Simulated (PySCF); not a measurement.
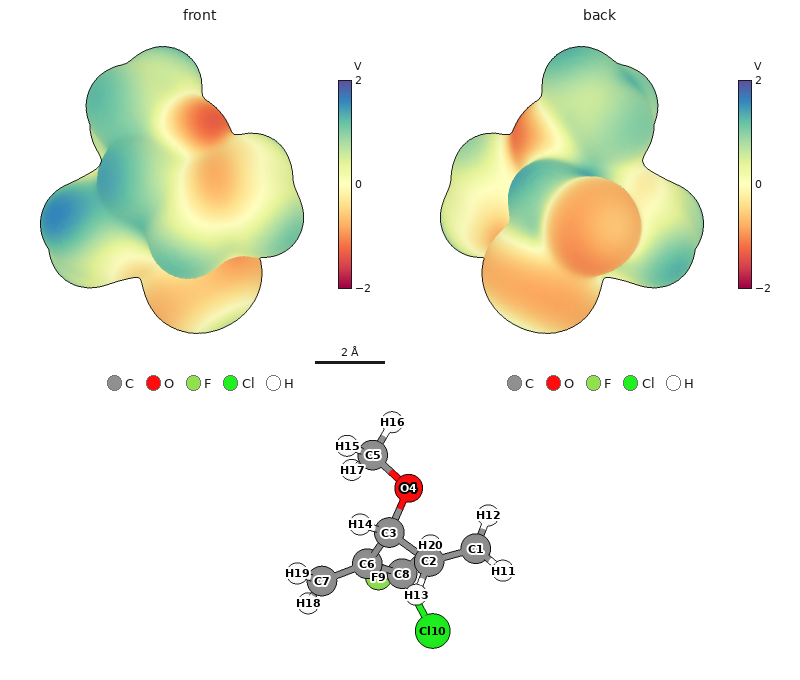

C7H10ClFO. The molecular electrostatic potential painted on the density surface at 0.004 e/bohr³, seen from the front and from behind; red is negative and blue positive. The bare structure is drawn below in the same view.

Geometry: GFN2-xTB.

Method: PySCF 2.14.0, PBE0/pcSseg-1, SCF density, gas phase, non-relativistic.

```xyz
20

C    -0.8100    2.2333   -1.2148
C    -0.5311    0.9644   -1.4371
C     0.4151    0.1420   -0.6006
O     1.0301    0.9580    0.3741
C     2.0967    0.3318    1.0426
C    -0.3595   -0.9973    0.0403
C    -0.1884   -2.2751   -0.2588
C    -1.3615   -0.5468    1.0576
F    -1.5052   -1.4463    2.0667
Cl   -2.9649   -0.3487    0.2765
H    -1.4951    2.7770   -1.8413
H    -0.3506    2.7684   -0.4024
H    -0.9831    0.4135   -2.2501
H     1.1848   -0.2938   -1.2615
H     2.8733    0.0138    0.3363
H     2.5089    1.0749    1.7223
H     1.7624   -0.5415    1.6149
H    -0.7717   -3.0451    0.2171
H     0.5395   -2.5911   -0.9859
H    -1.0949    0.4191    1.5009
```

> Where is the surface potential most negative and most positive?

The most negative region (about −1.2 V) lies over O4, the most positive (about +1.5 V) over H19. Cl10 shows a σ-hole: about +0.5 V at the tip opposite its bond, against about −0.6 V on its flanks. O4 is the likeliest acceptor of a hydrogen bond.

> How polar is the molecule by this calculation?

Its dipole moment is 2.75 D.
